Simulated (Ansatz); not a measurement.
Effect of Ti → Ce on Ti

Start from Ti in the hcp (Mg type) structure (space group P6_3/mmc, No. 194; a = 2.9389 Å, c = 4.6500 Å).

It is then changed as follows: full substitution Ti → Ce; the structure is relaxed again.

The values are results of Ansatz (an electronic-structure program), PBE, PAW, cutoff 420 eV, without spin-orbit coupling, earlier PAW set, not measurements. Γ-centred 16×16×8 mesh, Fermi–Dirac width 0.05 eV, for the changed cell.

```tsv
quantity	base	changed	shift
volume per atom	17.39 Å³	26.94 Å³	+9.55 Å³
density	4.57 g/cm³	8.64 g/cm³	+4.07 g/cm³
c/a ratio	1.582	1.725	+0.143
shortest interatomic distance	2.878 Å	3.304 Å	+0.4255 Å
band gap	zero	zero	–
```

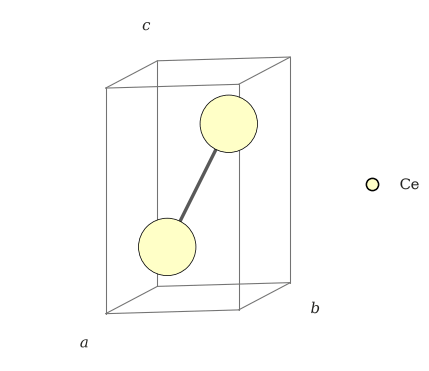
Figure: The relaxed conventional cell after the change

Open 4f shells without U are poorly described, and the f state was not checked. No phonon test of stability was made. Seeded moments were not kept for Ti → Ce. All final runs are without spin polarisation.
